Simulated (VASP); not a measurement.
Band structure of Na₃Tl (space group I4/mmm). These are PBEsol GGA, VASP's PBE PAW potentials (set 64) (plane waves; VASP) values and carry that method's errors.

Unless said otherwise, spin-orbit coupling is left out, though it shifts the bands of the heavy elements here.

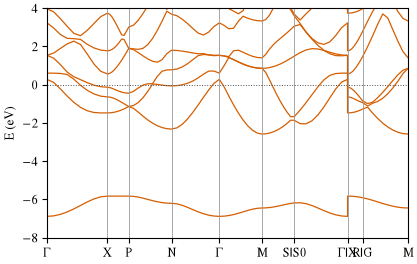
Figure. Bands along high-symmetry lines, zero at the valence-band maximum or, without a gap, the Fermi level

Task: Read the plot: is there a gap, and where are the band edges?

Result: It has no gap at this level: it comes out as a metal or semimetal. (Edges off the drawn lines would not show.)

The structure comes from a computed database's Na3Tl entry (I4/mmm); how it stands against other phases isn't given here. It was relaxed first.
